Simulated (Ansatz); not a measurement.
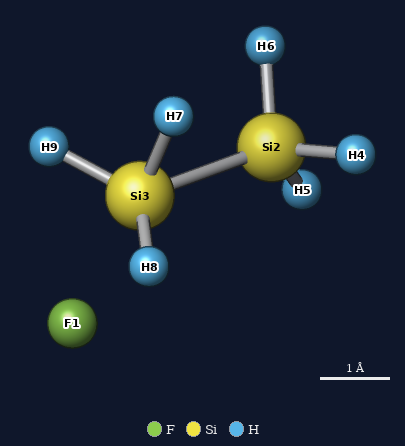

*The structure as given in the input (ball-and-stick view, seen at a tilt; atoms are numbered from 1 in the order of the input).*

**Si₂H₆F (charge −1): single-point calculation**

Si₂H₆F, charge −1, computed with RHF-CCSD(T), frozen core/def2-TZVPPD (Ansatz 0.2.0).

The geometry: rigid move from PBE0-D4/def2-TZVPD.

What the program printed:
```
Functional definition: HF
  name "HF"
  cite "Fock, Z. Phys. 61, 126 (1930) doi:10.1007/BF01340294"
  parent pbe
  exchange = exact_x
  correlation = 0
1341 factors; integrals over basis functions are off by at most 8.6e-4 eV
mean field evaluation 1: about -18524.2097 eV, gradient 2.2e1 eV
mean field evaluation 2: about -18524.3250 eV, gradient 2.2e1 eV
mean field evaluation 4: about -18526.4246 eV, gradient 3.6e0 eV
mean field evaluation 8: about -18526.4901 eV, gradient 2.6e-1 eV
mean field evaluation 16: about -18525.9119 eV, gradient 1.5e1 eV
mean field -18526.49045587 eV, -680.8359665469 hartree, gradient 9.7e-6 eV, S^2 0.000000; 0 other end points of the search recorded, 0 dependent functions left out
11 core orbitals not correlated: weight in the atoms' cores, before any rotation towards them, 1.000 or more for the frozen orbitals, at most 0.000 for the correlated occupied ones
reference -18526.49045587 eV, -680.8359665469 hartree; 11, 11 occupied and 216, 216 virtual orbitals, 1341 factors
second order -15.27593444 eV of doubles, -0.00000000 eV of singles
cycle   1  -15.84849505 eV  change   -5.7e-1 eV  update   1.2e-1
cycle   2  -16.30271176 eV  change   -4.5e-1 eV  update   5.0e-2
cycle   3  -16.49310055 eV  change   -1.9e-1 eV  update   2.8e-2
cycle   4  -16.48798824 eV  change    5.1e-3 eV  update   6.9e-3
cycle   5  -16.48073155 eV  change    7.3e-3 eV  update   3.6e-3
cycle   6  -16.48075443 eV  change   -2.3e-5 eV  update   1.2e-3
cycle   7  -16.48089140 eV  change   -1.4e-4 eV  update   5.5e-4
cycle   8  -16.48069712 eV  change    1.9e-4 eV  update   2.6e-4
cycle   9  -16.48061896 eV  change    7.8e-5 eV  update   1.1e-4
cycle  10  -16.48072574 eV  change   -1.1e-4 eV  update   5.7e-5
cycle  11  -16.48072047 eV  change    5.3e-6 eV  update   2.6e-5
cycle  12  -16.48069742 eV  change    2.3e-5 eV  update   1.0e-5
cycle  13  -16.48069756 eV  change   -1.4e-7 eV  update   4.4e-6
```

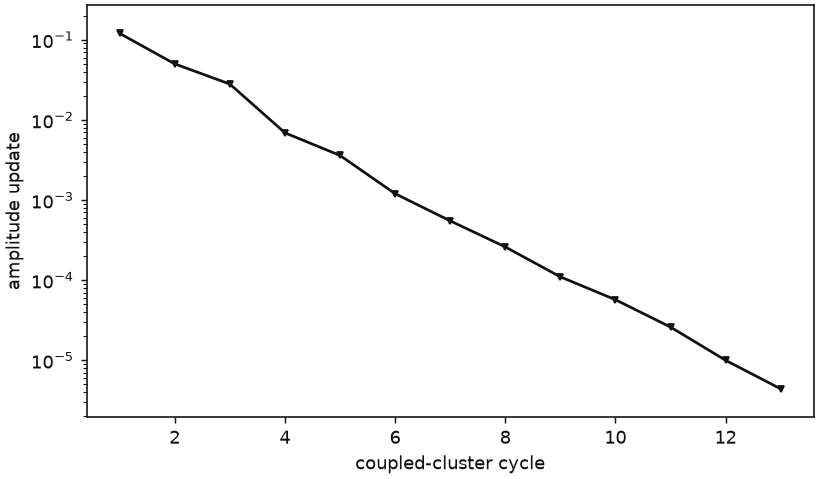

*Convergence of the coupled-cluster equations: amplitude update against the coupled-cluster cycle.*

The residual falls at every step.

```
perturbative correction -0.57143883 eV, -0.0209999896 hartree
Total energy: -18543.54259225 eV, -681.4626210007 hartree
```

The run was set up as follows.

Input file:
```yaml
crystal:
  periodic: [false, false, false]
  atoms:
    - {symbol: F, position_ang: [-0.589405, -0.167026, -2.064623]}
    - {symbol: Si, position_ang: [0.344375, 1.164535, 1.434577]}
    - {symbol: Si, position_ang: [0.124015, -0.857507, 0.243016]}
    - {symbol: H, position_ang: [1.733657, 1.287761, 1.998959]}
    - {symbol: H, position_ang: [0.085721, 2.524059, 0.829403]}
    - {symbol: H, position_ang: [-0.535384, 1.148206, 2.655078]}
    - {symbol: H, position_ang: [0.570387, -1.459426, 1.651057]}
    - {symbol: H, position_ang: [1.330601, -1.474229, -0.422477]}
    - {symbol: H, position_ang: [-1.171557, -1.630067, 0.304249]}
basis:
  gaussian: {orbitals: "def2-TZVPPD.json"}
total_charge: -1
correlation: {method: ccsd_t}
```

Launch command:
```bash
ansatz run in.yaml --threads 4 --pin off --events-out ev --progress --plain --max-ram 9574MiB
```

Summary:

| quantity | value |
| --- | --- |
| outcome | converged |
| total energy | −18543.5426 eV |
| mean-field energy | −18526.4905 eV |
| CCSD correlation | −16.4807 eV |
| (T) correction | −0.5714 eV |
| T1 diagnostic | 0.017 |
| SCF solution under orbital rotations | stable |
| hardware | 4 threads of Arm Neoverse V1, 23 GiB of memory available, shared host |
| wall time | 80 s (CPU time 5.2 min) |
| peak memory | 4.2 GiB |
